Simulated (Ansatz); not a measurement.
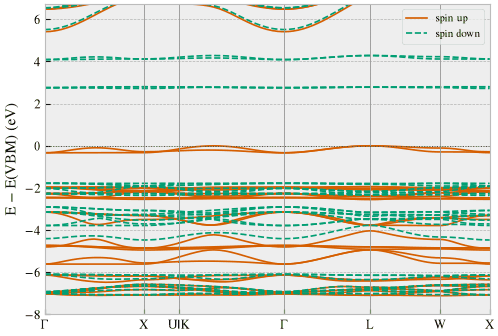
Figure: Band structure from the program Ansatz at the r²SCAN level (PAW)

Task: Read off the gap and where the band edges lie.

Result: About 2.7 eV (2.72 eV by a search for the band edges); maximum at L, minimum at X.

Task: Which compound is it?
A. Cs2ScAgCl6, Fm-3m (Cs on 8c, Sc on 4a, Ag on 4b, Cl on 24e)
B. Cs3FeF6, Fm-3m (Cs on 8c, Cs on 4b, Fe on 4a, F on 24e)
C. BaSrTi2O6, Fm-3m (Sr on 4a, Ti on 8c, O on 24d, Ba on 4b)
D. HgF2, fluorite

Result: B, Cs3FeF6, Fm-3m (Cs on 8c, Cs on 4b, Fe on 4a, F on 24e)

The workflow started from a Materials Project entry (that database holds measured and hypothetical structures alike); the Crystallography Open Database copy checked does not list it. Whether it is the stable phase at ambient conditions was not checked. The r²SCAN relaxation kept the symmetry of its start; whether a distortion lowers the energy is not shown. Magnetic state: ferromagnetic, chosen from 3 collinear starts compared on coarse meshes (ties went to the first, and starts can fall back to one state), not a proven ground state. Other orbital occupations within this spin state were not tried. No Hubbard U is applied. Spin–orbit coupling is left out wherever it is not named.

Potentials: the later of the program's two PAW sets.
